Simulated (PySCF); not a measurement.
```xyz
8
charge 0, multiplicity 1
F     1.8748    0.2089    1.3190
Si    1.2134   -0.0082   -0.1580
Si   -1.1162    0.1077    0.0536
H     1.6506   -1.3397   -0.6728
H     1.7343    1.0600   -1.0617
H    -1.5207    1.4450    0.5828
H    -1.6030   -0.9576    0.9811
H    -1.7359   -0.0941   -1.2934
```

Describe the molecule in this file.

The molecule is FH₅Si₂. SMILES: `F[SiH2][SiH3]`. It has no ring. Among its groups: Si–H bond. The point group is Cs. Coordination: 2 Si tetrahedral.

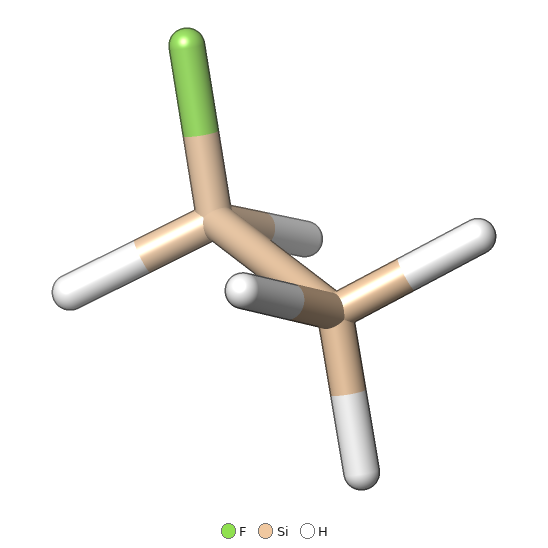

The picture comes from a calculation with PySCF.
